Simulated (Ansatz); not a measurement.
# Gap against strain: armchair germanene nanoribbon (N = 7, H edges)

**Method.** Ansatz 0.2.0, plane waves with PAW datasets, PBE, Fermi-Dirac smearing of 0.05 eV, no spin-orbit coupling. The period is scaled from its relaxed value of 7.001 Å and the atoms relax, within the symmetry of the start, at each strain ε (in %); gaps, in eV, are read on a band path.

| period (Å) | energy (eV a cell) | place of the conduction minimum (Γ = 0, Z = 1) | ε | gap |
| --- | --- | --- | --- | --- |
| 6.721 | +0.178 | 0.00 | −4 | 0.6279 |
| 7.001 | 0.000 | 0.00 | 0 | 0.5209 |
| 7.141 | +0.042 | 0.00 | 2 | 0.4706 |
| 7.281 | +0.167 | 0.00 | 4 | 0.4211 |
| 7.421 | +0.366 | 0.00 | 6 | 0.3761 |

One run is withheld: period (Å) = 6.861, with ε = −2. Fit a straight line gap = a + b × ε to the 5 rows shown and predict it.

**Fit.** The means are 1.6 for ε and 0.4833 for gap. The sum of products of deviations is −1.496 and the sum of squares in ε is 59.2, so b = −1.496 / 59.2 = −0.02527 and a = 0.4833 − (−0.02527) × 1.6 = 0.5238. The residuals' standard deviation, with 3 degrees of freedom, is σ = 0.0038.

**Prediction.** gap = 0.5238 + (−0.02527) × −2 = 0.5743. The run gave 0.5706, so the prediction less the run is +0.0037. The standard error of a prediction there, σ√(1 + 1/5 + (−2 − 1.6)²/59.2), is 0.0045, and the miss is 0.83 times that, for a point between the fitted rows. With so few rows σ is itself uncertain.

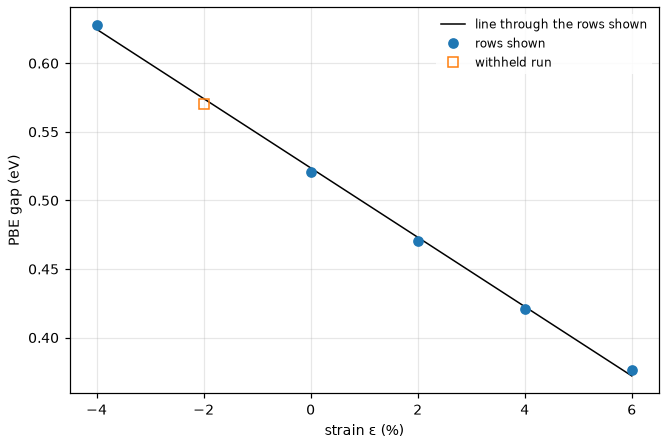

The fitted line, the rows shown and the withheld run.

The gap narrows at every step from compression to tension.

Caveats: Kohn-Sham gaps of a wire among periodic images, which in a check on one flat ribbon (7 Å apart) lowered the gap by 0.2 eV and flattened the slope; the slope b × 100 is a mean deformation potential of the gap, in eV per unit strain. Between neighbouring runs it lies between −2.9 and −2.3 eV. The unstrained row comes from a denser mesh than the others, which shifts its energy a little. Series of this kind are told only where this holds: a gap at every strain (compound wires with polar facets were set aside first). 88 of 101 did.
